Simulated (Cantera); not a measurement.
Input: 1 mol Pb, 0.031 mol O2, 0.3 mol H2, at 0.518 Torr.

Cantera equilibrium calculation (NASA polynomials, part measured and part estimated; ideal gas, pure solids and liquids). Candidate condensed phases: H2O, Pb, PbO, PbO2, Pb3O4; 12 gas species. Rates play no part.

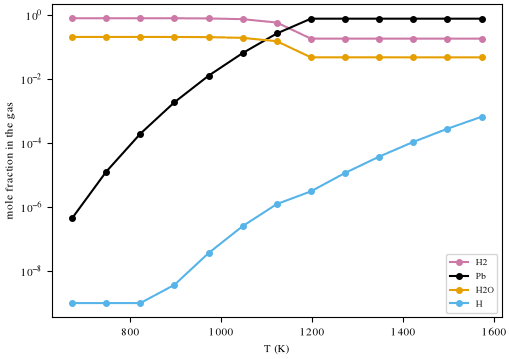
Figure. Equilibrium gas composition (values under 1e-9 drawn at 1e-9)

From 673 K to 1123 K the condensed part is Pb(l). From 1198 K to 1573 K nothing is condensed. The main Pb-bearing gas is Pb throughout.
